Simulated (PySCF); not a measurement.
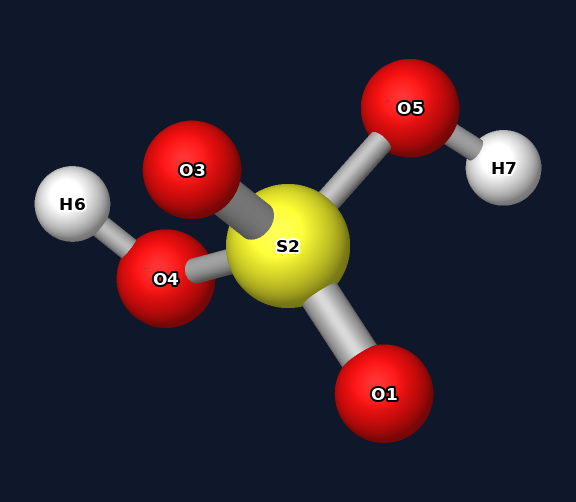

The thickness of each stick grows with its Mayer bond order. The geometry was computed by an optimisation with GFN2-xTB. No frequency run is at hand to confirm it as a minimum. Method: PBE0/pcSseg-1 (PySCF 2.14.0).

Which bond has the highest Mayer bond order?

O1–S2 and S2–O3, 1.86, at a length of 1.416 Å.

Which bond has the lowest Mayer bond order?

O4–H6 and O5–H7, 0.92, at 0.956 Å.

List the Mayer bond orders of O1–S2, S2–O4, O4–H6 (one bond of each equivalent set).

| bond | Mayer order | length (Å) |
| --- | --- | --- |
| O1–S2 | 1.86 | 1.416 |
| S2–O4 | 1.02 | 1.585 |
| O4–H6 | 0.92 | 0.956 |
